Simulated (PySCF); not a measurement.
# C6H7S: the cost of one run

Computed with PySCF 2.14.0 and routines of our own; the level stands in each step. Atoms count from 0.

## (1) The starting structure

14 atoms, charge 1, multiplicity 1; geometry from: GFN2-xTB.

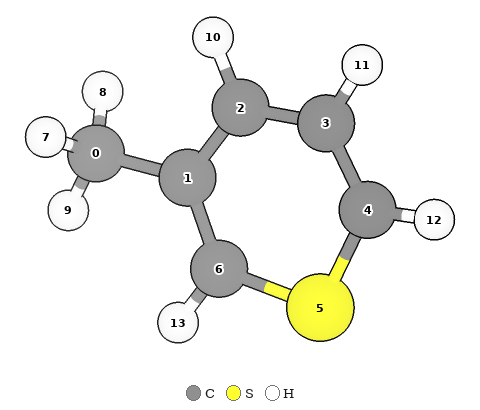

The starting geometry (carbon grey, sulfur yellow, hydrogen white).

## (2) Relaxing the molecule at PBE0/6-31+G*

Job settings and geometry (Å):

```
{"job": {"xc": "PBE0", "basis": "6-31+G*", "grid": 1, "kind": "geom"}, "charge": 1, "multiplicity": 1}
C      2.063781    -0.296116    -0.243613
C      0.630446     0.058230    -0.056762
C     -0.346934    -0.942119    -0.158440
C     -1.705257    -0.715156     0.012545
C     -2.231343     0.522564     0.301694
S     -1.302074     1.919051     0.483314
C      0.272013     1.361766     0.227829
H      2.407272    -0.889569     0.603912
H      2.192382    -0.905270    -1.135860
H      2.692424     0.585514    -0.320924
H     -0.018616    -1.946866    -0.384233
H     -2.387687    -1.548261    -0.085323
H     -3.294336     0.664434     0.428959
H      1.027250     2.131325     0.304735
```

On the command line:

```sh
$ OMP_NUM_THREADS=1 python excited_run.py task.json out
```

One launch serves the whole session: the jobs run in the order shown.

**Question.** How long does this first job take on 1 thread of Arm Neoverse V2, shared host, and how much memory does it need?

About 21 s, with a peak of 0.57 GiB.
